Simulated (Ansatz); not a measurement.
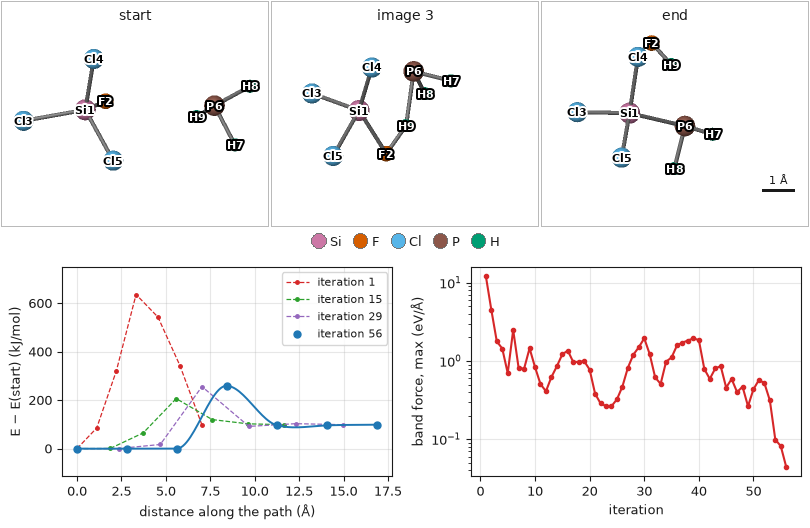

A search for the minimum-energy path of SiPH$_{3}$Cl$_{3}$F, made up at the start of SiCl3F and PH3 by the nudged elastic band. Images are numbered from 0 (start) to 6 (end). The plot follows the band through its iterations. A ball-and-stick model, seen at a tilt.

Method: RKS PBE0/def2-SVP in Ansatz 0.2.0. Run with 5 movable images; climbing image; force threshold 0.05 eV/Å; iteration limit 60; starting path through a guess of the saddle point.

Did the band converge, and can the barrier be trusted?

Answer. The result is final at these settings. The band converged in 56 iterations. The largest component of the band force went from 12 to 0.044 eV/Å. The climbing image converged on the top of the path. Its vibrational analysis gives one imaginary mode (907i cm⁻¹), as a transition state must have. The first iteration put the highest image at 635.8 kJ/mol. Forward barrier 259.1 kJ/mol, backward barrier 160.4 kJ/mol, with image 3 at the top; the reaction energy is +98.7 kJ/mol.

Limits of the set-up: the start holds two separate molecules, 3.0 Å apart at their closest, whose relative position is a soft coordinate and is computed without a dispersion correction.
